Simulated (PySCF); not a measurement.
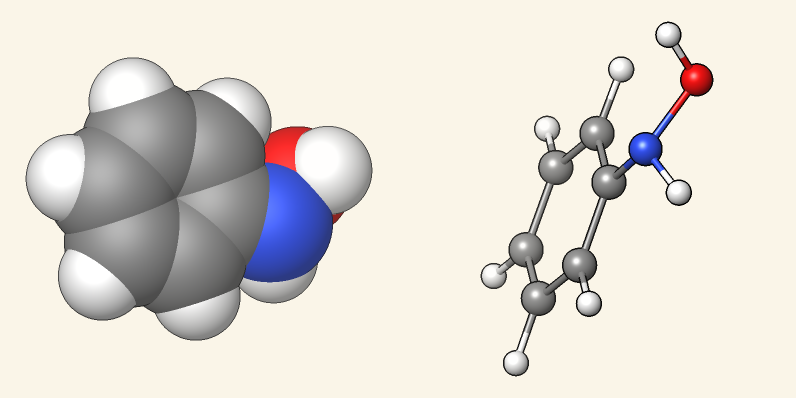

The same structure drawn twice, from different directions. Colours: oxygen red, nitrogen blue, carbon grey, hydrogen white.

The geometry was computed by an optimisation with PBE0-D3(BJ)/def2-SVP. No frequency run is at hand to confirm it as a minimum.

**Count the atoms of each element.**

C6H7NO, 15 atoms: 6 carbon, 7 hydrogen, 1 nitrogen and 1 oxygen.

**Does it have rings?**

Independent rings (smallest set): 1 of 6 members, 1 of them aromatic.

The parts below concern this one geometry. Atoms keep their numbers from picture to picture.

### Shape

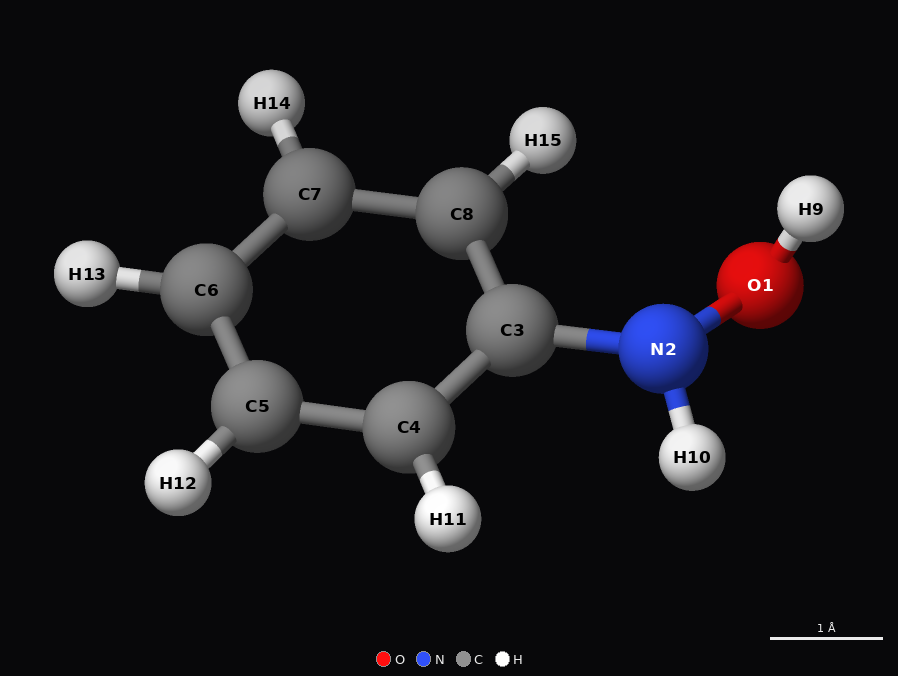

The atoms are numbered. No frequency run is at hand to confirm it as a minimum.

List the bonds and their lengths.

```csv
bond,length (Å),order
O1–N2,1.388,single
O1–H9,0.965,single
N2–C3,1.397,single
N2–H10,1.017,single
C3–C4,1.404,aromatic
C3–C8,1.400,aromatic
C4–C5,1.390,aromatic
C4–H11,1.094,single
C5–C6,1.395,aromatic
C5–H12,1.093,single
C6–C7,1.394,aromatic
C6–H13,1.092,single
C7–C8,1.393,aromatic
C7–H14,1.093,single
C8–H15,1.090,single
```

### Spin–spin coupling

No frequency run is at hand to confirm it as a minimum. Level of theory: B3LYP/pcJ-1 indirect spin-spin coupling, non-relativistic, gas phase (PySCF 2.14.0). Isotopes: 13C, 1H, 15N, 17O.

Give the spin–spin coupling constants of these pairs, with the number of bonds between them: O1/N2, N2/C3, N2/H10, N2/C4, N2/C8, N2/H9, N2/H15, N2/H11, N2/C5.

```csv
pair,bonds apart,J (Hz)
"O1, N2",1,−10.3
"N2, C3",1,−8.4
"N2, H10",1,−83.2
"N2, C4",2,−6.2
"N2, C8",2,−2.0
"N2, H9",2,−3.6
"N2, H15",3,−1.3
"N2, H11",3,−2.3
"N2, C5",3,−1.4
```

### NMR shielding

The questions are on isotropic NMR shieldings of the C atoms. No frequency run is at hand to confirm it as a minimum. Properties computed with GIAO PBE0/pcSseg-1 NMR shielding, non-relativistic, gas phase (PySCF 2.14.0).

**Which C atom is the most shielded (lowest chemical shift)?**

C4 (70.3 ppm).

**Which C atom is the least shielded (highest chemical shift)?**

C3 (29.4 ppm).

**How wide is the range of C shifts?**

40.9 ppm.

Give the isotropic NMR shieldings of the C atoms atom by atom.

| atom | σ (ppm) |
| --- | --- |
| C3 | 29.4 |
| C4 | 70.3 |
| C5 | 50.3 |
| C6 | 59.8 |
| C7 | 49.2 |
| C8 | 69.1 |

### Quadrupole coupling

No frequency run is at hand to confirm it as a minimum. Electric field gradients from the ground-state density, PBE0/pcSseg-1 (PySCF 2.14.0), non-relativistic apart from any core potentials.

Give the largest field-gradient component, the quadrupole coupling constant and the asymmetry for 17O at O1 (Q = −25.6 mb), 14N at N2 (Q = 20.44 mb).

| atom | V_zz (a.u.) | e²qQ/h (MHz) | η |
| --- | --- | --- | --- |
| O1 | −2.391 | 14.38 | 0.99 |
| N2 | −1.509 | −7.25 | 0.66 |

### Electronic properties

No frequency run is at hand to confirm it as a minimum. Method: B3LYP/pcJ-1, gas phase (PySCF 2.14.0).

**What is the dipole moment?**

1.28 D.

**Give the HOMO energy (Kohn–Sham orbital) at this level.**

−5.83 eV.

**Estimate the LUMO energy (Kohn–Sham orbital).**

−0.30 eV.
